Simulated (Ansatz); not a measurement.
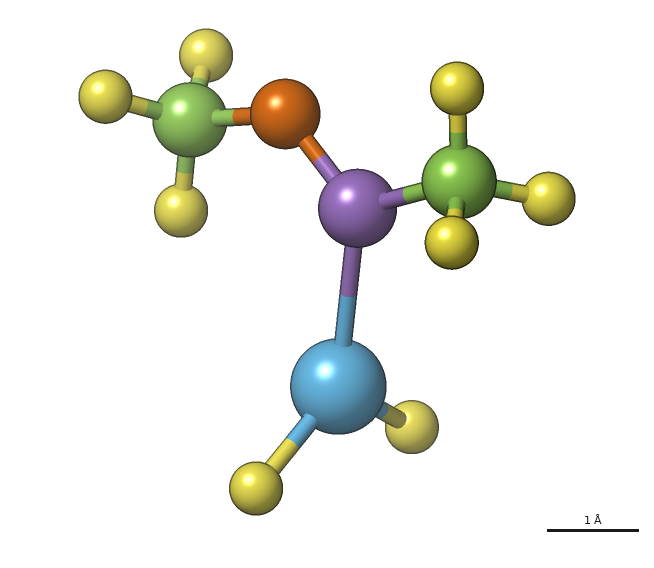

Ball-and-stick drawing of a structure. Every bond is drawn as one stick, whatever its order. Colours: carbon green, oxygen orange, boron purple, aluminium blue, hydrogen yellow.

Computed geometry: PBE0-D4/def2-TZVP optimisation. No frequency run is at hand to confirm it as a minimum.

Identify the structure.

The molecule is C2H8AlBO. As SMILES it reads `CO[B](C)[AlH2]`. Coordination: 2 C tetrahedral; 1 O bent; 1 B trigonal planar; 1 Al trigonal planar.

The parts below concern this one geometry. Atoms keep their numbers from picture to picture.

**Dipole moment**

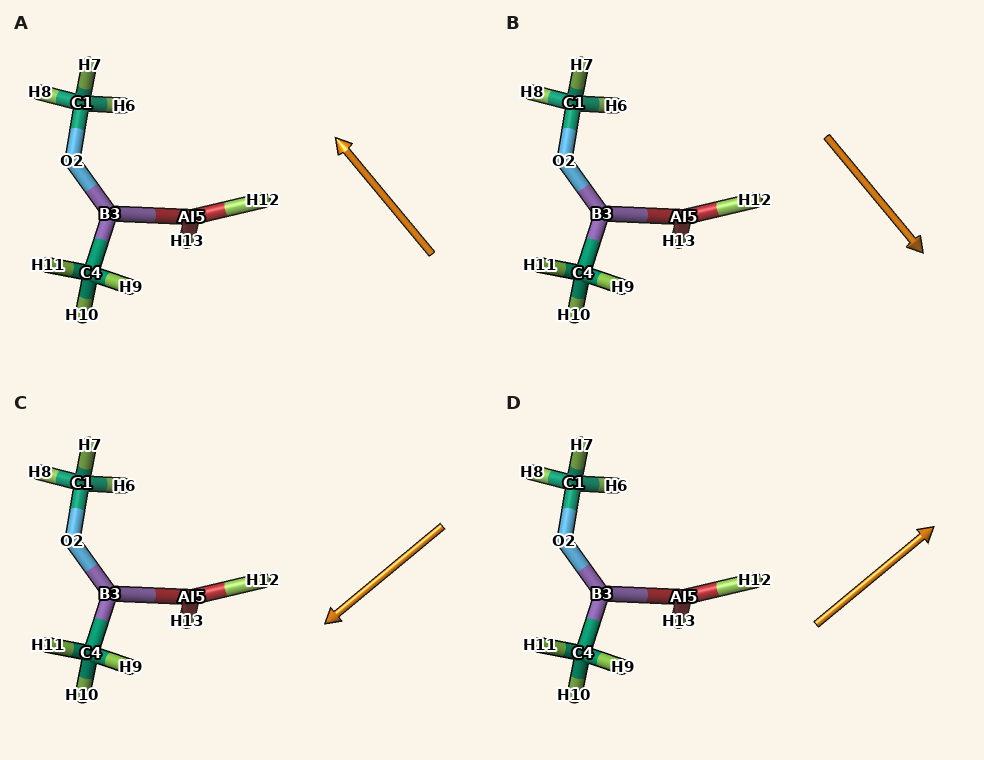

The same molecule four times, each with an arrow. No frequency run is at hand to confirm it as a minimum. Properties computed with RKS r2SCAN-D4/def2-TZVPP (Ansatz 0.2.0).

**Which arrow points along the dipole moment, from the negative to the positive end?**

A. The dipole moment is 1.35 D; it points from the side of H12, H13 to the side of H7, H8 (the outermost atoms at the two ends).

**Electronic properties**

No frequency run is at hand to confirm it as a minimum. Method: RKS PBE0-D4/def2-TZVPP (Ansatz 0.2.0).

Predict the main results.

- HOMO energy (Kohn–Sham orbital): −6.73 eV
- LUMO energy (Kohn–Sham orbital): −1.58 eV
- HOMO–LUMO gap: 5.14 eV
- dispersion correction: −19.1 kJ/mol

**Charges**

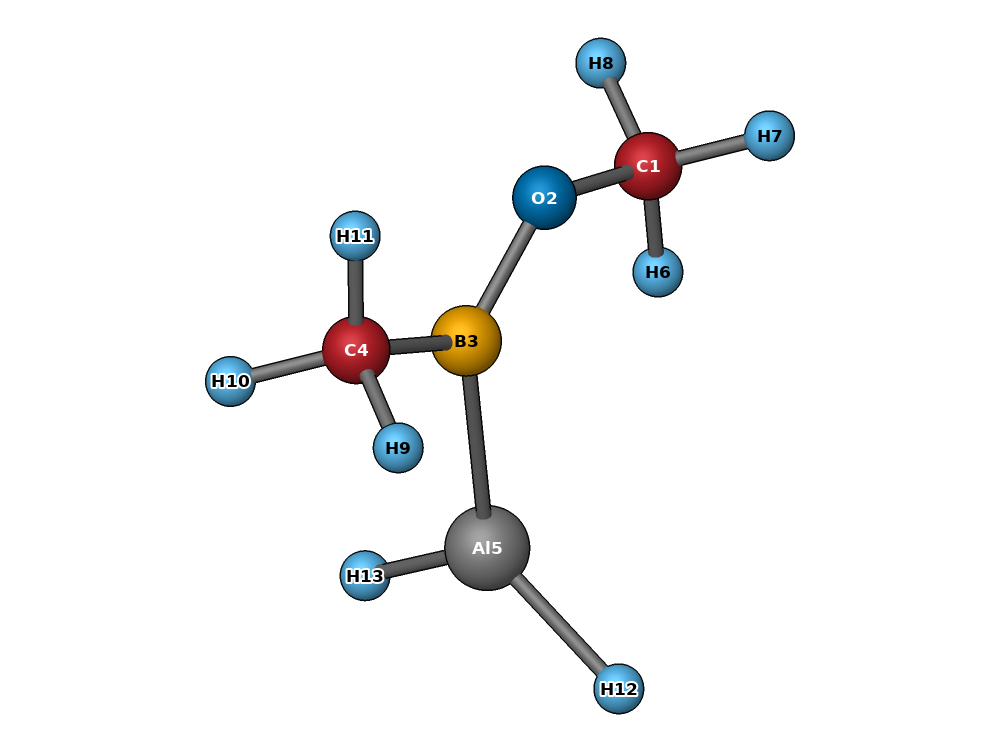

The questions are on Mulliken charges. No frequency run is at hand to confirm it as a minimum. Method: RKS PBE-D4/def2-TZVPP (Ansatz 0.2.0).

Give the Mulliken charges atom by atom.

```
atom  value (e)
  C1      −0.09
  O2      −0.19
  B3       0.17
  C4      −0.35
 Al5       0.13
  H6       0.05
  H7       0.11
  H8       0.11
  H9       0.11
 H10       0.10
 H11       0.10
 H12      −0.12
 H13      −0.12
```

Mulliken values depend strongly on the basis set and can even reverse the polarity of a bond.
